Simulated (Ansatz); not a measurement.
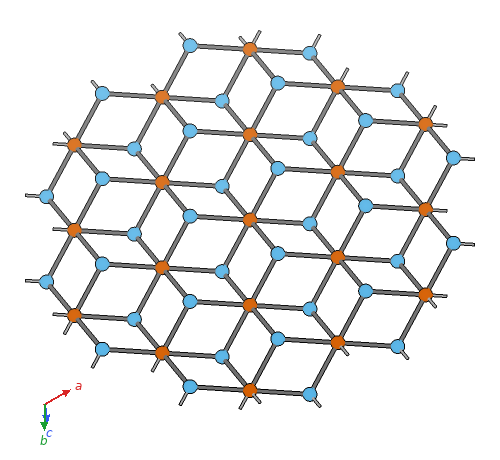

A cut-out of a periodic net derived from a crystal structure. Nodes are coloured by topological kind. One layer is drawn. Edges to nodes outside the piece are drawn as stubs.

### Describe the net.

A binodal (3,6)-connected, two-periodic (layers) net. It is the kgd net, known from the layers of CdI2 (1T type).

### Give point symbol and coordination sequence of each kind of node.

3-connected node: 4^3, sequence 3, 12, 9, 24, 15, 36; 6-connected node: 4^6.6^6.8^3, sequence 6, 6, 18, 12, 30, 18.

The net was derived as follows. System LuZnF2 (space group R-3m, No. 166); source of the atomic positions: the geometry relaxed with DFT, PAW plane waves, r2scan in Ansatz; the starting structure was generated, so it need not be a known form of this composition. Bonds are taken as F–Lu below 2.5 Å; no other contact counts. Simplification: prune 0- and 1-connected atoms, fold 2-connected ones into links. F is a 3-connected node; Lu is a 6-connected node, in the ratio 2:1. Zn drops out.
